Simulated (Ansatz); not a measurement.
## Single-point calculation, with input and output: CH8N2Si2

System: CH8N2Si2, SMILES N[SiH2]N1C[SiH2]1.
Method: RHF-d3bjatm/def2-TZVP (Ansatz 0.2.0).

Some settings of this run were made unusual or wrong on purpose. The geometry comes from this level: PBE0-D4/def2-TZVP.

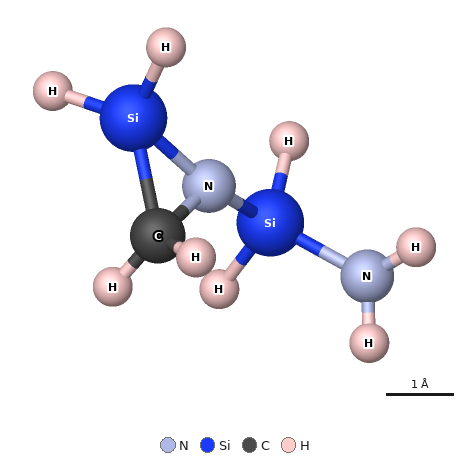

**Figure 1.** The input geometry (ball-and-stick view, seen at a tilt). Bond lengths as drawn: C–H 1.09 Å, C–N 1.49 Å, C–Si 1.83 Å, H–N 1.01 Å, H–Si 1.48 to 1.49 Å and N–Si 1.70 to 1.71 Å.

**Input file**
```yaml
crystal:
  periodic: [false, false, false]
  atoms:
    - {symbol: N, position_ang: [-2.207722, -1.073640, 0.083273]}
    - {symbol: Si, position_ang: [-0.759418, -0.681013, 0.904400]}
    - {symbol: N, position_ang: [0.310543, 0.369407, 0.081132]}
    - {symbol: C, position_ang: [1.145266, 0.155148, -1.135089]}
    - {symbol: Si, position_ang: [1.555595, 1.521893, 0.012165]}
    - {symbol: H, position_ang: [-2.273623, -1.906448, -0.476513]}
    - {symbol: H, position_ang: [-2.869394, -0.373437, -0.207592]}
    - {symbol: H, position_ang: [-0.115134, -2.001984, 1.149338]}
    - {symbol: H, position_ang: [-1.065289, 0.026740, 2.173842]}
    - {symbol: H, position_ang: [0.641373, 0.340919, -2.082565]}
    - {symbol: H, position_ang: [1.749632, -0.752809, -1.143156]}
    - {symbol: H, position_ang: [1.200234, 2.929277, -0.279990]}
    - {symbol: H, position_ang: [2.708338, 1.411246, 0.935553]}
basis:
  gaussian: {orbitals: def2-TZVP, point_charges: [{charge: -1.00, position_ang: [7.089, 0.807, -0.921]}]}
hamiltonian: {xc: {name: HF}}
correlation: {active_space: {window: {electrons: 2, orbitals: 1}}}
accuracy: high
```

Machine: 4 threads of Arm Neoverse V1, 23 GiB of memory available, shared host.

Launch command:
```bash
ansatz run in.yaml --threads 4 --pin off --events-out ev --progress --plain --max-ram 10444MiB
```

**The program's output**
```
Functional definition: HF
  name "HF"
  cite "Fock, Z. Phys. 61, 126 (1930) doi:10.1007/BF01340294"
  parent pbe
  exchange = exact_x
  correlation = 0
4020 factors; integrals over basis functions are off by at most 1.9e-8 eV
mean field evaluation 1: about -19842.0648 eV, gradient 4.9e1 eV
mean field evaluation 2: about -19842.3032 eV, gradient 5.0e1 eV
mean field evaluation 4: about -19847.9034 eV, gradient 4.8e0 eV
mean field evaluation 8: about -19847.9813 eV, gradient 3.1e-1 eV
mean field evaluation 16: about -19847.9816 eV, gradient 2.1e-8 eV
mean field -19847.98163146 eV, -729.3998715110 hartree, gradient 2.0e-8 eV, S^2 0.000000; 0 other end points of the search recorded, 0 dependent functions left out
reference -19847.98163146 eV, -729.3998715110 hartree; 28, 28 occupied and 187, 187 virtual orbitals, 4020 factors
state -19847.98163146 eV, -729.3998715110 hartree
Total energy: -19847.98163146 eV, -729.3998715110 hartree
```

**What the run reported**

- outcome: converged
- total energy: −19847.9816 eV
- SCF solution under orbital rotations: stable
- wall time: 14 s (CPU time 51 s)
- peak memory: 1.3 GiB

**What went wrong**

This input holds a deliberate fault: the active space doesn't fit the electrons and spin. The run converged all the same; its numbers are those of the faulty input and shouldn't be used.
